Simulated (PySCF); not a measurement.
```xyz
2

As    0.0000    0.0000   -1.5833
I     0.0000    0.0000    0.9347
```

Core potentials replace the inner electrons of I.

These are results of PBE0/cc-pVDZ(-PP), non-relativistic Hamiltonian with scalar-relativistic core potentials where named, at a bond length of 2.518 Å (PySCF 2.14.0), not measurements.

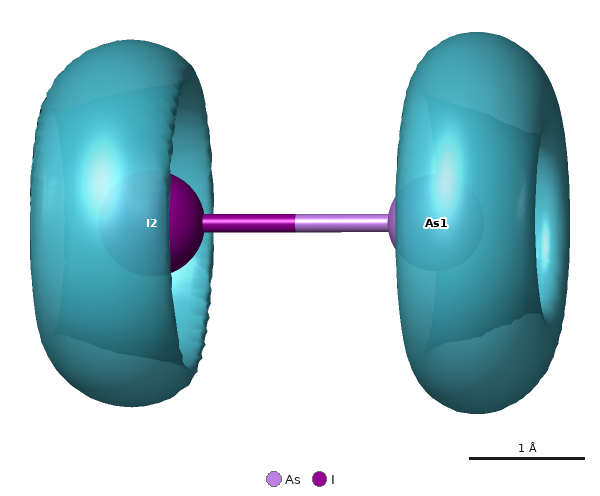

AsI (triplet). Isosurface of the ELF at 0.8 (cyan), seen from one side. Only the valence region is drawn (cores and ρ < 0.01 e/Å³ removed).

**Describe the localisation domains.**

At this value the surface marks out one ring or bowl of non-bonding electrons around As and one ring or bowl of non-bonding electrons around I. Profiles from the grid: As–I (2.52 Å): the ELF peaks at about 0.70 between the atoms.
